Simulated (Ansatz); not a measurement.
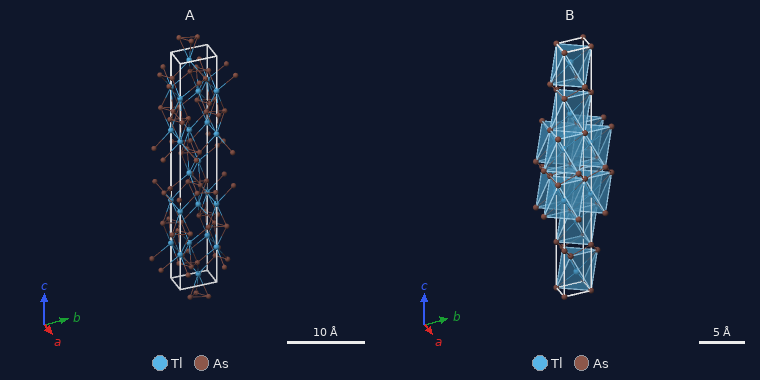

Two structures of Tl$_{2}$As$_{3}$, each relaxed to rest (conventional cells in solid outline, small ones repeated, not to one scale). Method: DFT PBE, scalar-relativistic, plane waves, PAW (Ansatz 0.2.0), without spin polarisation.

> Characterise the two forms.

A: 30 atoms a cell on a rhombohedral (trigonal R) lattice, R-3c. B: 15 atoms a cell on a rhombohedral (trigonal R) lattice, R-3m.

> Which has the lower energy, and by how much?

B is lower, by 41 meV/atom at this level of theory (energies at zero smearing). Volumes: A 34.7, B 26.7 Å³/atom.

One or both may be structure types tried for this composition rather than known phases.
